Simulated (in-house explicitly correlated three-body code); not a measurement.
Two electrons around a point charge Z = 32 (Ge³⁰⁺). Computed variationally in 260 exponentially correlated functions with an in-house code, non-relativistic, converged to about 10⁻⁸ of the energy. Wanted, and plotted below: the bound S and P states that converged, by term and principal number n, on a logarithmic scale of binding.

The ground state is bound by 13.39 keV. The n = 2 states drawn run, from the deepest, 2 ³S (3321 eV), 2 ³P (3289 eV), 2 ¹S (3284 eV), 2 ¹P (3261 eV). Exchange puts 2 ³S below 2 ¹S by 36.4 eV and 2 ³P below 2 ¹P by 27.5 eV. Quantum defects n − (Z − 1)/√(2 E(binding)): 2 ³S 0.016, 2 ³P 0.006, 2 ¹S 0.005, 2 ¹P −0.002.

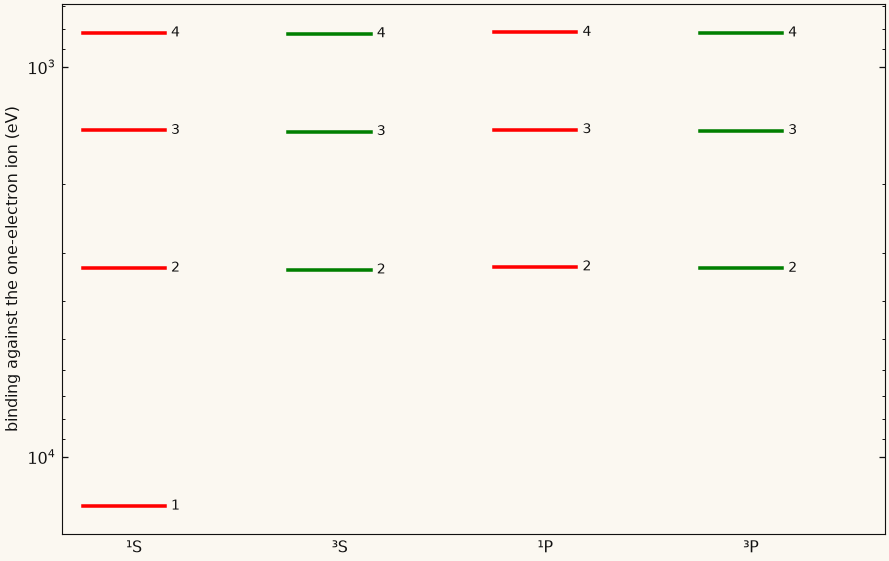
